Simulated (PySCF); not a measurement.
**MoOH₃: doublet, from a tetrahedral start**

The task is one start of a wider search on MoOH₃: the doublet, from a tetrahedral start. It is relaxed, tested by its Hessian and followed downhill if it is a saddle.

Program: PySCF 2.14.0. Level of theory: PBE0, basis Mo def2-TZVP with ECP28, O def2-TZVP, H def2-TZVP, scalar-relativistic core potentials, no spin–orbit coupling, density fitting. These are calculated values, not measurements.

**1. The starting structure**

5 atoms, charge 0, spin multiplicity 2.

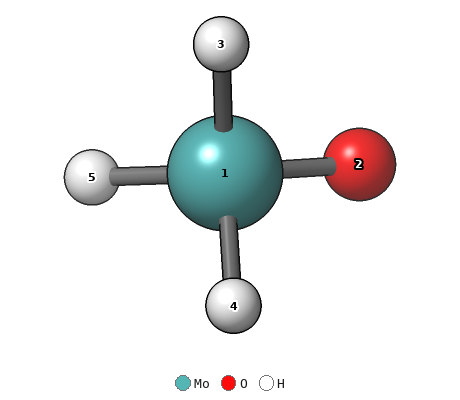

As it starts; molybdenum teal, oxygen red, hydrogen white; atoms are numbered from 1 in the order of the file.

```xyz
5
charge 0 multiplicity 2
Mo    0.0000    0.0000    0.0000
O     0.0000   -1.4534   -1.0276
H     1.3881    0.0000    0.9814
H    -1.3881    0.0000    0.9814
H     0.0000    1.3881   -0.9814
```

**2. First SCF at the start**

One driver script runs all steps and calls PySCF; scf.py shows how it sets up the SCF of each step. The optimiser is the driver's own. After this first run the driver tries any further starts and a stability analysis.

The input, scf.py:

```python
from pyscf import gto, scf, dft
mol = gto.M(atom='''
Mo     0.000000     0.000000     0.000000
O     -0.000000    -1.453400    -1.027600
H      1.388100     0.000000     0.981400
H     -1.388100     0.000000     0.981400
H      0.000000     1.388100    -0.981400''',
    basis={'Mo': 'def2-TZVP', 'O': 'def2-TZVP', 'H': 'def2-TZVP'},
    ecp={'Mo': 'def2-TZVP'},
    charge=0, spin=1)
mf = dft.UKS(mol, xc='PBE0')
mf.grids.atom_grid = (50, 194)
aux = {'Mo': 'def2-universal-JKFIT', 'O': 'def2-universal-JKFIT', 'H': 'def2-universal-JKFIT'}
mf = mf.density_fit(auxbasis=aux)
mf.conv_tol = 1e-08
mf.diis_space = 10
mf.max_cycle = 60
mf.init_guess = 'minao'
mf.verbose = 4
mf.kernel()
```

The run is started by

```sh
OMP_NUM_THREADS=4 python axn.py task.json out
```

What it wrote:

```text
init E= -138.34792830591
[... the frontier-level lines of each cycle are left out ...]
cycle= 1 E= -144.90384950151  delta_E= -6.56  |g|= 0.665  |ddm|= 2.58
cycle= 2 E= -141.265949300096  delta_E= 3.64  |g|= 2.66  |ddm|= 1.47
cycle= 3 E= -145.012853632019  delta_E= -3.75  |g|= 0.424  |ddm|= 1.29
cycle= 4 E= -145.081959658695  delta_E= -0.0691  |g|= 0.204  |ddm|= 0.47
cycle= 5 E= -145.102237315748  delta_E= -0.0203  |g|= 0.038  |ddm|= 0.162
cycle= 6 E= -145.102812341001  delta_E= -0.000575  |g|= 0.0179  |ddm|= 0.0251
cycle= 7 E= -145.102979160842  delta_E= -0.000167  |g|= 0.00507  |ddm|= 0.0109
cycle= 8 E= -145.103014941406  delta_E= -3.58e-05  |g|= 0.00198  |ddm|= 0.00819
cycle= 9 E= -145.103027134411  delta_E= -1.22e-05  |g|= 0.00128  |ddm|= 0.00458
cycle= 10 E= -145.103037263241  delta_E= -1.01e-05  |g|= 0.000759  |ddm|= 0.0058
cycle= 11 E= -145.103041449459  delta_E= -4.19e-06  |g|= 0.000402  |ddm|= 0.0049
cycle= 12 E= -145.103042001769  delta_E= -5.52e-07  |g|= 0.000147  |ddm|= 0.00155
cycle= 13 E= -145.103042125537  delta_E= -1.24e-07  |g|= 2.6e-05  |ddm|= 0.000944
cycle= 14 E= -145.103042128103  delta_E= -2.57e-09  |g|= 1.39e-05  |ddm|= 9.9e-05
Extra cycle  E= -145.103042127826  delta_E= 2.77e-10  |g|= 3.85e-05  |ddm|= 2.9e-05
converged SCF energy = -145.103042127826  <S^2> = 0.76542152  2S+1 = 2.0153625
```

This step, with its further starts and checks, took 8.5 s on 4 threads of Arm Neoverse V2, shared host.

Energies from each starting density:

| start | energy (Eh) |
| --- | --- |
| the minimal-basis guess | -145.103042 |
| a thermally smeared density | -145.103042 |
| a smeared PBE density | -145.102805 |

No lower solution of this spin turned up from the other starts or in the test of internal stability.

**3. Relaxing the doublet from the tetrahedral start**

The program finds C3v symmetry in the start, which this walk keeps. Threshold on the gradient: 0.0003 Eh/bohr, with a further test on the energy change.

scf.py, as its differences from that of step 2:

```diff
@@ -3,5 +3,5 @@
-Mo     0.000000     0.000000     0.000000
-O     -0.000000    -1.453400    -1.027600
-H      1.388100     0.000000     0.981400
-H     -1.388100     0.000000     0.981400
-H      0.000000     1.388100    -0.981400''',
+Mo     0.000000     0.186850     0.132124
+O     -0.000000    -1.266497    -0.895551
+H      1.388036     0.186849     1.113614
+H     -1.388036     0.186849     1.113614
+H      0.000000     1.574888    -0.849364''',
@@ -18 +17,0 @@
-mf.init_guess = 'minao'
```

The optimiser's trace:

| step | energy (Eh) | change (kJ/mol) | largest symmetric gradient (Eh/bohr) |
| --- | --- | --- | --- |
| 0 | -145.103044 | 0.00 | 0.08487 |
| 1 | -145.116522 | -35.39 | 0.02519 |
| 2 | -145.117278 | -37.37 | 0.00757 |
| 3 | -145.117445 | -37.81 | 0.00210 |
| 4 | -145.117501 | -37.96 | 0.00103 |
| 5 | -145.117503 | -37.96 | 0.00038 |
| 6 | -145.117504 | -37.96 | 0.00006 |

The walk took 8.8 s.

Geometry (Å) and forces (eV/Å) at some steps, with the part that breaks the symmetry left in:

```
step 0
Mo   0.000   0.187   0.132   0.000  -4.843  -1.955
O    0.000  -1.266  -0.896   0.000   4.773   2.508
H    1.388   0.187   1.114   0.195   0.278  -0.192
H   -1.388   0.187   1.114  -0.195   0.278  -0.192
H    0.000   1.575  -0.849   0.000  -0.485  -0.169
step 1
Mo   0.000   0.160   0.113   0.000   0.458   2.100
O    0.000  -1.171  -0.828   0.000  -0.607  -1.498
H    1.386   0.165   1.096   0.428   0.298  -0.156
H   -1.386   0.165   1.096  -0.428   0.298  -0.156
H    0.000   1.551  -0.863   0.000  -0.448  -0.290
step 3
Mo   0.000   0.184   0.130   0.000  -0.812   1.103
O    0.000  -1.166  -0.825   0.000   0.586  -0.601
H    1.402   0.150   1.097   0.309   0.352  -0.171
H   -1.402   0.150   1.097  -0.309   0.352  -0.171
H    0.000   1.552  -0.885   0.000  -0.479  -0.160
step 6
Mo   0.000   0.195   0.138   0.000  -0.782   1.101
O    0.000  -1.153  -0.815   0.000   0.478  -0.669
H    1.409   0.140   1.095   0.297   0.385  -0.156
H   -1.409   0.140   1.095  -0.297   0.385  -0.156
H    0.000   1.548  -0.897   0.000  -0.465  -0.120
```

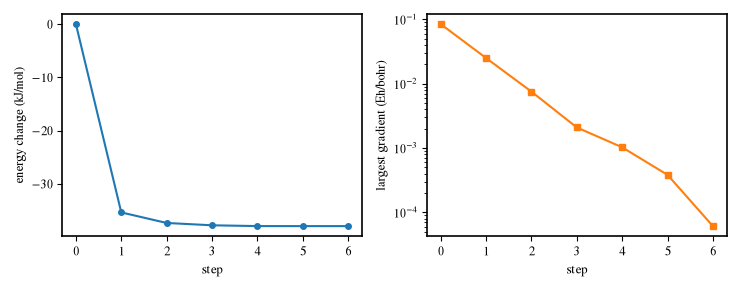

How energy and gradient fall.

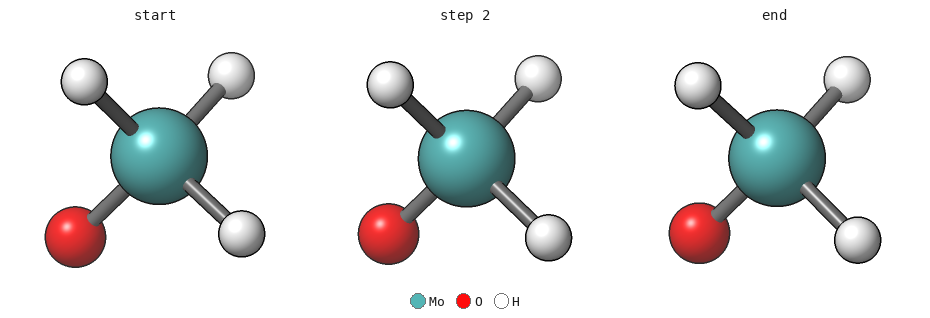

The geometry along the walk, at one scale.

After 6 steps and 38.0 kJ/mol it ends at C3v: Mo–H 1.704 Å (×3), Mo–O 1.651 Å; H–Mo–H 111.5° (×3), H–Mo–O 107.3° (×3). A gradient of 0.0214 Eh/bohr that breaks the symmetry is left: this electronic state wants a lower symmetry.

**4. Releasing the symmetry**

The geometry is nudged along the force that breaks the symmetry.

The program finds Cs symmetry in the start, which may break.

scf.py, as its differences from that of step 3:

```diff
@@ -3,5 +3,5 @@
-Mo     0.000000     0.186850     0.132124
-O     -0.000000    -1.266497    -0.895551
-H      1.388036     0.186849     1.113614
-H     -1.388036     0.186849     1.113614
-H      0.000000     1.574888    -0.849364''',
+Mo    -0.000000     0.160239     0.138059
+O      0.000000    -1.100378    -0.914967
+H      1.431702     0.184938     1.032890
+H     -1.431702     0.184938     1.032890
+H     -0.000000     1.527447    -0.956341''',
```

Energy and gradient, step by step:

| step | energy (Eh) | change (kJ/mol) | largest gradient (Eh/bohr) |
| --- | --- | --- | --- |
| 0 | -145.122665 | 0.00 | 0.01567 |
| 1 | -145.126897 | -11.11 | 0.00862 |
| 2 | -145.128875 | -16.30 | 0.00401 |
| 3 | -145.129078 | -16.84 | 0.00291 |
| 4 | -145.129308 | -17.44 | 0.00218 |
| 5 | -145.129334 | -17.51 | 0.00114 |
| 6 | -145.129343 | -17.53 | 0.00014 |
| 7 | -145.129343 | -17.53 | 0.00005 |

The walk took 11 s.

Geometry (Å) and forces (eV/Å) at some steps:

```
step 0
Mo   0.000   0.160   0.138   0.000   0.272   0.080
O    0.000  -1.100  -0.915   0.000   0.032  -0.537
H    1.432   0.185   1.033   0.453   0.251   0.001
H   -1.432   0.185   1.033  -0.453   0.251   0.001
H    0.000   1.527  -0.956   0.000  -0.806   0.454
step 1
Mo   0.000   0.130   0.172   0.000  -0.300  -0.443
O    0.000  -1.072  -0.963   0.000   0.408   0.156
H    1.475   0.221   1.021   0.223   0.159  -0.033
H   -1.475   0.221   1.021  -0.223   0.159  -0.033
H    0.000   1.457  -0.918   0.000  -0.427   0.354
step 4
Mo   0.000   0.042   0.203   0.000  -0.019   0.112
O    0.000  -1.078  -1.002   0.000   0.015  -0.006
H    1.535   0.299   0.957  -0.065  -0.001  -0.050
H   -1.535   0.299   0.957   0.065  -0.001  -0.050
H    0.000   1.395  -0.783   0.000   0.005  -0.007
step 7
Mo   0.000   0.029   0.210   0.000  -0.002  -0.002
O    0.000  -1.081  -1.004   0.000   0.002   0.002
H    1.534   0.309   0.945  -0.001   0.001   0.001
H   -1.534   0.309   0.945   0.001   0.001   0.001
H    0.000   1.391  -0.764   0.000  -0.002  -0.001
```

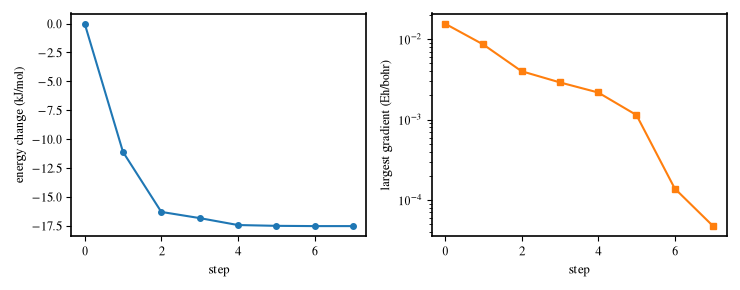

Energy and largest gradient along the walk.

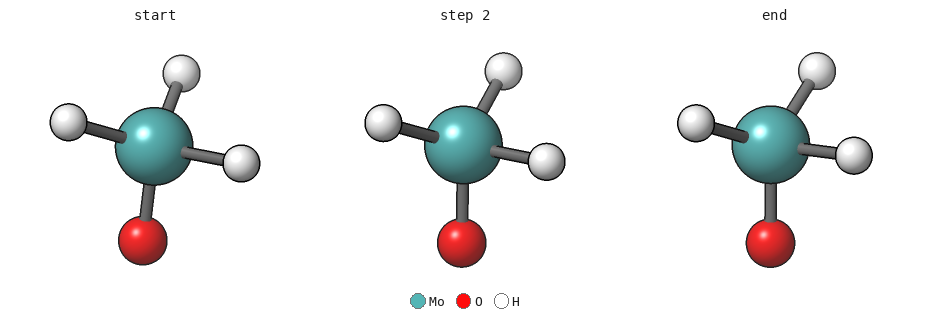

Start and end of the relaxation, with a step between.

It settles in Cs symmetry, 17.5 kJ/mol below the start, after 7 steps: Mo–H 1.674 Å, Mo–H 1.723 Å (×2), Mo–O 1.645 Å; H–Mo–H 96.7° (×2), H–Mo–H 125.7°, H–Mo–O 96.8°, H–Mo–O 115.1° (×2).

**5. Frequencies**

On the finer grid the gradient is checked again; gradients at displacements of ±0.02 bohr then give force constants and infrared intensities.

scf.py, as its differences from that of step 4:

```diff
@@ -3,5 +3,5 @@
-Mo    -0.000000     0.160239     0.138059
-O      0.000000    -1.100378    -0.914967
-H      1.431702     0.184938     1.032890
-H     -1.431702     0.184938     1.032890
-H     -0.000000     1.527447    -0.956341''',
+Mo    -0.000000     0.134640     0.162151
+O      0.000000    -0.974314    -1.053381
+H      1.533335     0.415242     0.896950
+H     -1.533335     0.415242     0.896950
+H     -0.000000     1.496047    -0.812703''',
@@ -12 +12 @@
-mf.grids.atom_grid = (50, 194)
+mf.grids.atom_grid = (75, 302)
@@ -15 +15 @@
-mf.conv_tol = 1e-08
+mf.conv_tol = 1e-10
```

The driver hands on the density of the step before, so the log starts near convergence.

SCF at the final geometry:

```text
init E= -145.129288482949
[... the frontier-level lines of each cycle are left out ...]
cycle= 1 E= -145.129288482938  delta_E= 1.17e-11  |g|= 5.99e-06  |ddm|= 3.6e-06
Extra cycle  E= -145.129288482799  delta_E= 1.38e-10  |g|= 2.04e-05  |ddm|= 1.08e-05
converged SCF energy = -145.129288482799  <S^2> = 0.75976542  2S+1 = 2.0097417
```

The whole step took 47 s.

Geometry: Cs; Mo–H 1.674 Å, Mo–H 1.723 Å (×2), Mo–O 1.645 Å; H–Mo–H 96.7° (×2), H–Mo–H 125.7°, H–Mo–O 96.8°, H–Mo–O 115.1° (×2).

Wavenumbers (cm⁻¹): 87i, 346, 545, 654, 793, 1102, 1867, 1880, 2009. The imaginary mode needs a check.

**6. Downhill along the imaginary mode**

The start is the last point, displaced along its most imaginary mode.

The program finds C1 symmetry in the start. The walk stops when the largest gradient is under 0.0003 Eh/bohr and the energy has settled too.

scf.py, as its differences from that of step 5:

```diff
@@ -3,5 +3,5 @@
-Mo    -0.000000     0.134640     0.162151
-O      0.000000    -0.974314    -1.053381
-H      1.533335     0.415242     0.896950
-H     -1.533335     0.415242     0.896950
-H     -0.000000     1.496047    -0.812703''',
+Mo    -0.004518     0.135130     0.162018
+O      0.008486    -0.973823    -1.053515
+H      1.560435     0.482973     0.776948
+H     -1.506236     0.348491     1.016685
+H      0.250000     1.496538    -0.812837''',
@@ -12 +12 @@
-mf.grids.atom_grid = (75, 302)
+mf.grids.atom_grid = (50, 194)
@@ -15 +15 @@
-mf.conv_tol = 1e-10
+mf.conv_tol = 1e-08
```

The optimiser's trace:

| step | energy (Eh) | change (kJ/mol) | largest gradient (Eh/bohr) |
| --- | --- | --- | --- |
| 0 | -145.129186 | 0.00 | 0.00449 |
| 1 | -145.129325 | -0.36 | 0.00253 |
| 2 | -145.129365 | -0.47 | 0.00094 |
| 3 | -145.129367 | -0.48 | 0.00030 |
| 4 | -145.129369 | -0.48 | 0.00022 |

The walk took 6 s on 4 threads of Arm Neoverse V2, shared host.

Positions (Å) and forces (eV/Å) along the way:

```
step 0
Mo  -0.005   0.135   0.162   0.073   0.231  -0.190
O    0.008  -0.974  -1.054   0.002  -0.006   0.068
H    1.560   0.483   0.777  -0.082  -0.024  -0.044
H   -1.506   0.348   1.017   0.066   0.005  -0.050
H    0.250   1.497  -0.813  -0.059  -0.206   0.217
step 1
Mo  -0.004   0.137   0.158   0.033   0.130  -0.032
O    0.010  -0.978  -1.050   0.004  -0.035  -0.013
H    1.558   0.482   0.771  -0.039  -0.007  -0.026
H   -1.503   0.352   1.011   0.029   0.009  -0.026
H    0.246   1.496  -0.801  -0.026  -0.096   0.098
step 2
Mo  -0.003   0.137   0.157   0.000  -0.048  -0.011
O    0.012  -0.983  -1.049   0.001   0.025   0.020
H    1.557   0.483   0.765  -0.001   0.008  -0.005
H   -1.501   0.358   1.005  -0.002   0.009  -0.003
H    0.243   1.494  -0.789   0.002   0.007  -0.002
step 3
Mo  -0.003   0.135   0.158  -0.001  -0.013   0.016
O    0.012  -0.982  -1.050   0.000  -0.009  -0.011
H    1.557   0.485   0.763   0.003   0.006  -0.002
H   -1.501   0.359   1.004  -0.004   0.006  -0.001
H    0.243   1.493  -0.787   0.003   0.009  -0.002
step 4
Mo  -0.003   0.131   0.159  -0.001   0.002   0.007
O    0.012  -0.983  -1.051  -0.002  -0.012  -0.008
H    1.557   0.488   0.761   0.003   0.004   0.000
H   -1.502   0.362   1.002  -0.003   0.001   0.000
H    0.243   1.491  -0.782   0.003   0.005   0.000
```

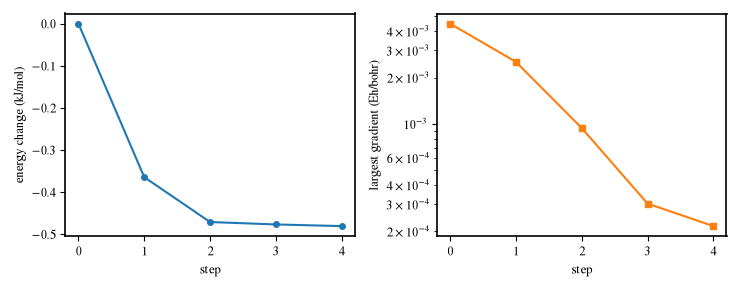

Energy and largest gradient along the walk.

After 4 steps and 0.5 kJ/mol it ends at C1: Mo–H 1.673 Å, Mo–H 1.710 Å, Mo–H 1.735 Å, Mo–O 1.645 Å; H–Mo–H 83.9°, H–Mo–H 107.0°, H–Mo–H 126.1°, H–Mo–O 97.8°, H–Mo–O 113.1°, H–Mo–O 117.1°. It gains under 0.3 kJ/mol on the point whose imaginary mode was followed, so the two can't be told apart in practice.

**7. Frequencies**

The same treatment as at the point before.

scf.py, as its differences from that of step 6:

```diff
@@ -3,5 +3,5 @@
-Mo    -0.004518     0.135130     0.162018
-O      0.008486    -0.973823    -1.053515
-H      1.560435     0.482973     0.776948
-H     -1.506236     0.348491     1.016685
-H      0.250000     1.496538    -0.812837''',
+Mo    -0.005916     0.131622     0.162137
+O      0.008717    -0.980442    -1.050253
+H      1.554357     0.498942     0.756848
+H     -1.505553     0.366941     1.003083
+H      0.247057     1.494742    -0.773655''',
@@ -12 +12 @@
-mf.grids.atom_grid = (50, 194)
+mf.grids.atom_grid = (75, 302)
@@ -15 +15 @@
-mf.conv_tol = 1e-08
+mf.conv_tol = 1e-10
```

SCF at the final geometry:

```text
init E= -145.129334966198
[... the frontier-level lines of each cycle are left out ...]
cycle= 1 E= -145.129334966199  delta_E= -9.38e-13  |g|= 7.81e-07  |ddm|= 1.46e-06
Extra cycle  E= -145.129334966198  delta_E= 8.53e-13  |g|= 1.83e-06  |ddm|= 1.48e-06
converged SCF energy = -145.129334966198  <S^2> = 0.75984498  2S+1 = 2.0098209
```

The whole step took 66 s.

Geometry: C1; Mo–H 1.673 Å, Mo–H 1.710 Å, Mo–H 1.735 Å, Mo–O 1.645 Å; H–Mo–H 83.2°, H–Mo–H 106.9°, H–Mo–H 126.2°, H–Mo–O 97.9°, H–Mo–O 113.2°, H–Mo–O 117.2°.

Modes, for the most abundant isotopes:

| symmetry | ω (cm⁻¹) | IR (km/mol) | μ (u) |
| --- | --- | --- | --- |
| a | 133 | 16.0 | 1.05 |
| a | 352 | 96.0 | 1.08 |
| a | 571 | 7.6 | 1.14 |
| a | 664 | 26.2 | 1.08 |
| a | 796 | 21.4 | 1.06 |
| a | 1103 | 194 | 11.43 |
| a | 1848 | 260 | 1.02 |
| a | 1903 | 149 | 1.02 |
| a | 2013 | 72.1 | 1.02 |

μ is the mass of the mode for normalised Cartesian displacements, not the reduced mass of the usual diatomic formula.

All wavenumbers are real: a minimum.

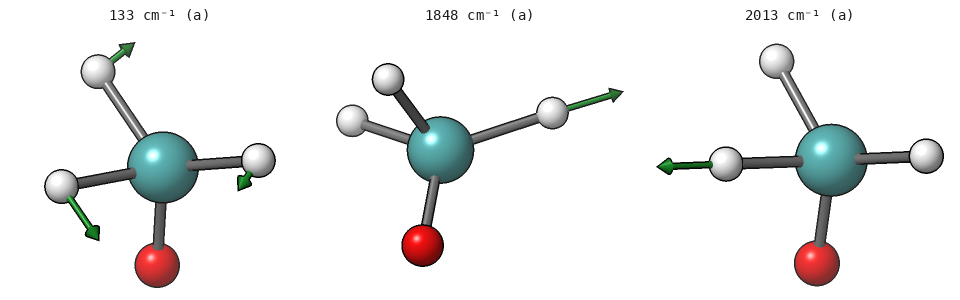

Displacements of 3 of the modes, as arrows (one member where a mode is degenerate).

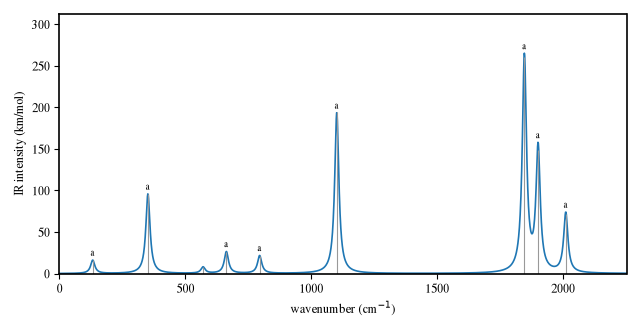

The harmonic infrared spectrum (widths in cm⁻¹). Lines are broadened to a width of 20 cm⁻¹ (Lorentzian).

Constants and moments:

```
Dipole moment                                                   : 1.87 D
Highest occupied level                                          : -7.57 eV
Lowest empty level                                              : -3.45 eV
Rotational constants                                            : 2.205, 0.403, 0.3802 cm⁻¹
Zero-point energy                                               : 56.1 kJ/mol
Principal polarisabilities                                      : 41.2, 45.7, 46.6 bohr³
Atomisation energy without zero-point energy                    : 1321 kJ/mol
Principal traceless quadrupole moments about the centre of mass : -3.03, -1.15, 4.18 D Å
Entropy at 298.15 K and 1 bar (electronic part: spin only)      : 284.0 J/(mol K)
Heat capacity Cp at 298.15 K                                    : 60.3 J/(mol K)
Enthalpy at 298.15 K above 0 K                                  : 13.71 kJ/mol
Rotational symmetry number                                      : 1
Spin squared ⟨S²⟩                                               : 0.760
```

Populations by atom (charges in e):

```csv
atom,Mulliken,Löwdin,polar tensor,spin (Mulliken),Mayer order to Mo1
Mo1,0.68,0.36,1.35,1.22,–
O2,-0.50,-0.21,-0.65,-0.09,2.16
H3,-0.06,-0.06,-0.22,-0.05,0.94
H4,-0.11,-0.09,-0.31,-0.03,0.94
H5,-0.01,0.00,-0.17,-0.06,0.96
```

Mulliken populations on Mo1 (outside its core potential): s 2.62, p 6.49, d 4.17, f 0.04.

**8. What came out**

```
                                          quantity                                                                                                                                           value
                                           minimum                                                                                                                                     doublet, C1
                                          geometry  Mo–H 1.673 Å, Mo–H 1.710 Å, Mo–H 1.735 Å, Mo–O 1.645 Å; H–Mo–H 83.2°, H–Mo–H 106.9°, H–Mo–H 126.2°, H–Mo–O 97.9°, H–Mo–O 113.2°, H–Mo–O 117.2°
                                wavenumbers (cm⁻¹)                                                             133 (a), 352 (a), 571 (a), 664 (a), 796 (a), 1103 (a), 1848 (a), 1903 (a), 2013 (a)
                                     dipole moment                                                                                                                                          1.87 D
highest occupied, lowest empty level (either spin)                                                                                                                                 -7.57, -3.45 eV
                        polar-tensor charge of Mo1                                                                                                                                         +1.35 e
                                 zero-point energy                                                                                                                                     56.1 kJ/mol
                               entropy at 298.15 K                                                                                                                                 284.0 J/(mol K)
         atomisation energy (no zero-point energy)                                                                                                                                     1321 kJ/mol
                                              ⟨S²⟩                                                                                                                                           0.760
```

The tetrahedral start ends in a minimum without symmetry. The strongest infrared band lies at 1848 cm⁻¹ (a, stretch). Most of the spin sits on Mo1 (Mulliken spin 1.22, against 1 for the whole molecule). Other starts or spin states, not run here, may lie lower. Open d and f shells are described by one determinant, and the ground state may have another occupation or spin.

The search up to here took 2.5 min.
